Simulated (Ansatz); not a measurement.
## Electronic structure of CBClIn (SMILES [Cl][In]1[B]=[C]1) (doublet) in real space

```tsv
atom	x (Å)	y (Å)	z (Å)
C	-1.6179	0.6872	-1.3041
B	-0.8286	-0.2426	-0.5898
Cl	-5.2800	-1.4937	-0.6547
In	-3.2151	-0.4747	-0.8923
```

Geometry: PBE0-D3(BJ)/def2-SVP; core potentials replace the inner electrons of In.

Level of theory: Ansatz, isolated molecule in a Gaussian basis; Kohn-Sham density functional theory, functional PBE0.

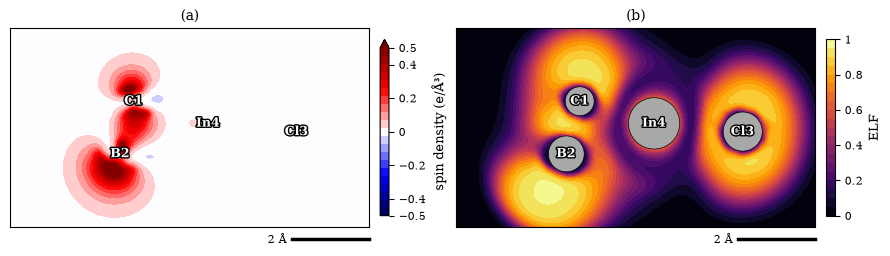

Figure 1. (a) spin density; (b) electron localisation function on the molecular plane. Grey discs cover the atomic cores in the ELF map.

Question: Read the bonding off the picture.

Answer: The plane passes through C, B, Cl and In nuclei. C–B (1.41 Å): the ELF peaks at about 0.90 between the atoms, as expected for localised, covalent bonding. C–In (2.02 Å): the ELF peaks at about 0.60 in the valence shell of C, 0.7 Å from its nucleus, and is about 0.30 at the midpoint. In–Cl (2.31 Å): the ELF peaks at about 0.80 in the valence shell of Cl, 0.8 Å from its nucleus, and drops to about 0.15 between the two atoms. In–B (2.42 Å): the ELF peaks at about 0.60 in the valence shell of B, 0.8 Å from its nucleus, and drops to about 0.20 between the two atoms. The ELF also peaks beside B2, Cl3 and C1, away from the bonds: non-bonding electrons, paired or unpaired. The unpaired spin (1 electron) lies mostly on B2 (about 0.8) and C1 (about 0.3), in electrons by Hirshfeld's partition.

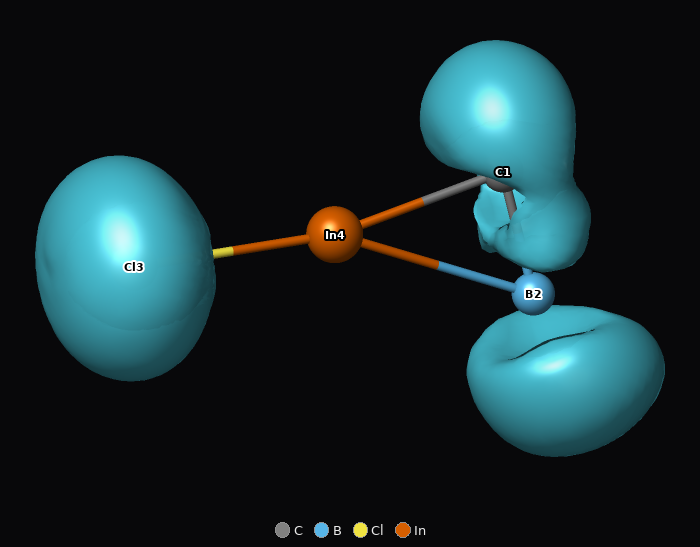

Figure 2. Isosurface of the ELF at 0.8 (cyan), seen at a tilt. Only the valence region is drawn (cores and ρ < 0.01 e/Å³ removed).

Question: Where are the electrons localised?

Answer: The surface consists of one region on C in which the atom's valence shell and bonds are merged, one lobe on B, pointing away from the bonds (non-bonding electrons) and one region wrapped around Cl (its valence shell).

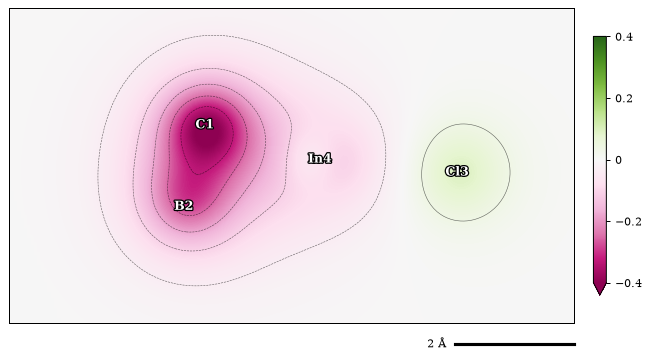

Figure 3. The HOMO (β) on a plane 0.8 Å above the molecular plane (values in Å⁻³ᐟ²; the overall sign is arbitrary).

Question: Where does this orbital lie, and at what energy?

Answer: Its weight (Hirshfeld) is mainly on C1 (about 50 %), B2 (about 30 %) and In4 (about 20 %); it changes sign across the molecular plane (π type); π-bonding across C1–B2, C1–In4 and B2–In4. Its energy is −7.17 eV.

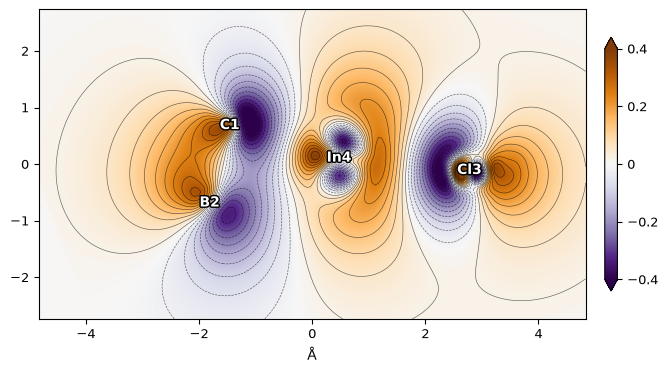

Figure 4. One frontier orbital on the molecular plane (values in Å⁻³ᐟ²; the overall sign is arbitrary).

Question: Which orbital is it: HOMO (α) or LUMO (α)?

Answer: The LUMO (α), at −2.57 eV. Its weight (Hirshfeld) is mainly on In4 (about 45 %), Cl3 (about 25 %), B2 (about 15 %) and C1 (about 15 %); it is symmetric in the molecular plane (an in-plane orbital: σ, lone-pair or in-plane π type).
